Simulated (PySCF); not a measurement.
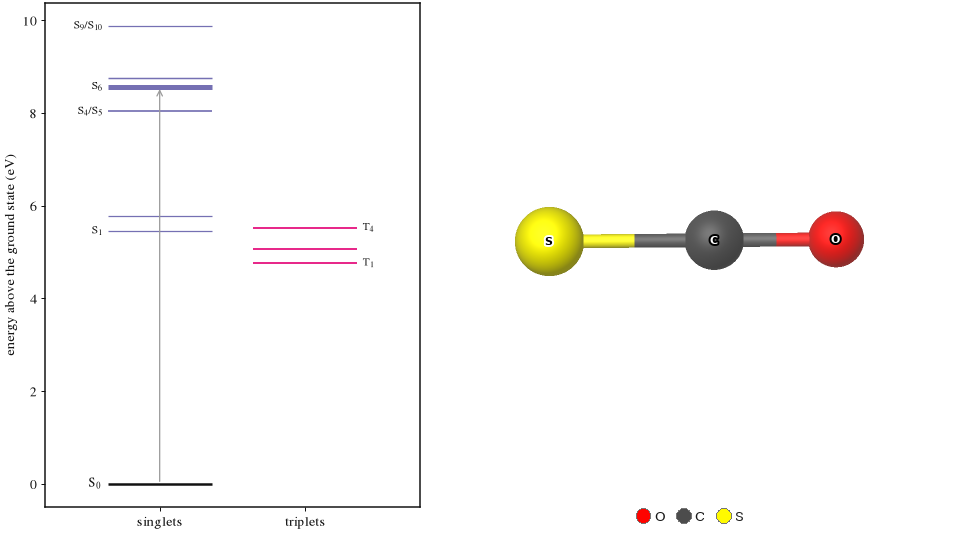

State diagram of OCS, SMILES O=C=S. Vertical TDDFT excitations, LC-wPBE/def2-SVPD with PySCF 2.14.0, at a PBE0-D3(BJ)/def2-SVP geometry (no frequency check), gas phase. Triplets in the Tamm-Dancoff approximation; only the lowest 10 singlets and 4 triplets were computed. Thicker singlet lines are brighter; the arrow marks the brightest. States within 0.01 eV of each other are merged, with their strengths summed. The highest state may be half of a pair whose partner wasn't computed.

What are the energy, strength and character of the state that the arrow marks?

S6 at 8.57 eV (145 nm), f = 0.770, mixed, the largest part being HOMO−1 → LUMO (42 %).

What is the vertical gap between S1 and T1?

0.70 eV: S1 at 5.46 eV, T1 at 4.76 eV.

How many of the triplet levels drawn lie below S1?

2 of 3 (T1 4.76 eV, T2/T3 5.07 eV, T4 5.53 eV; S1 5.46 eV).

Note: core orbitals are frozen in the response.
